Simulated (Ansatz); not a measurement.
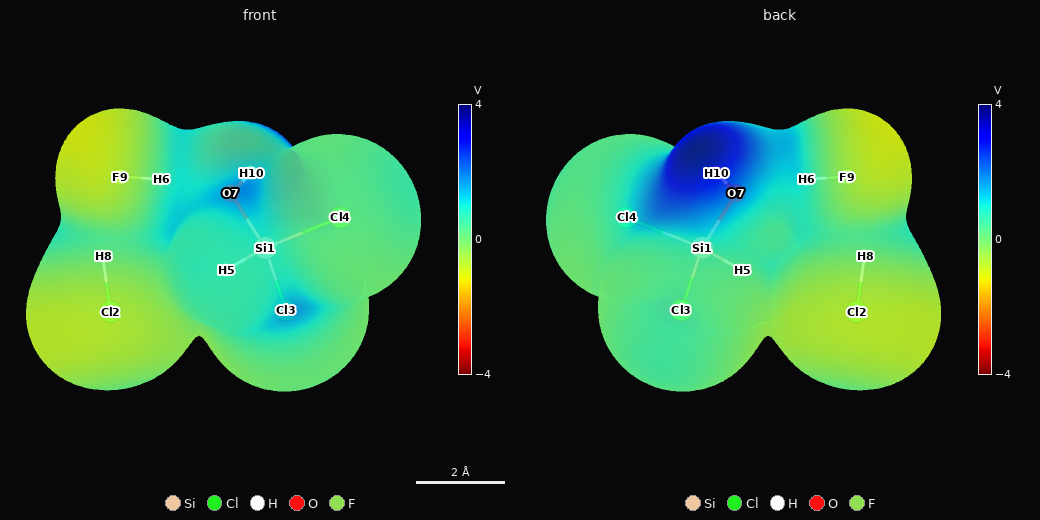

Cl$_{2}$H$_{2}$OSi···HCl···HF. The molecular electrostatic potential painted on the density surface at 0.002 e/bohr³, seen from the front and from behind; the colour scale runs from red (negative) to blue (positive).

The product side of a reaction path; geometry: PBE0-D4/def2-TZVP.

Theory: RKS PBE0-D4/def2-TZVPP (Ansatz 0.2.0).

Input file:

```
crystal:
  periodic: [false, false, false]
  atoms:
    - {symbol: Si, position_ang: [-0.515460, 1.188761, -0.481683]}
    - {symbol: Cl, position_ang: [1.572918, -1.938160, -1.472538]}
    - {symbol: Cl, position_ang: [-1.636326, 0.512295, -2.028399]}
    - {symbol: Cl, position_ang: [-1.163770, 3.052088, 0.012505]}
    - {symbol: H, position_ang: [0.912796, 1.198750, -0.801020]}
    - {symbol: H, position_ang: [0.431737, -0.856363, 1.371472]}
    - {symbol: O, position_ang: [-0.696378, 0.197578, 0.825417]}
    - {symbol: H, position_ang: [1.562069, -1.950679, -0.178128]}
    - {symbol: F, position_ang: [1.111946, -1.486115, 1.564911]}
    - {symbol: H, position_ang: [-1.579431, 0.082045, 1.187463]}
basis:
  gaussian: {orbitals: def2-TZVPP}
hamiltonian: {xc: pbe0, dispersion: d4}
output: {orbitals: {seedname: orbitals}}
```

Launched as:

```sh
ansatz run in.yaml --threads 8 --pin off --events-out ev --progress --plain --max-ram 19148MiB
```

Which sites attract a positive test charge, and which a negative one?

Answer. A positive charge is drawn to the negative regions and a negative charge to the positive ones. The most negative region (about −1.0 V, or −23 kcal/mol for a unit charge) lies over F9, the most positive (about +3.7 V, or +85 kcal/mol for a unit charge) over H10. Cl2 shows a σ-hole: about +0.1 V at the tip opposite its bond, against about −0.5 V, or −12 kcal/mol for a unit charge on its flanks. Cl3 shows a σ-hole: about +0.5 V, or +12 kcal/mol for a unit charge at the tip opposite its bond, against about 0.0 V on its flanks. Cl4 shows a σ-hole: about +0.6 V, or +14 kcal/mol for a unit charge at the tip opposite its bond, against about +0.2 V on its flanks.
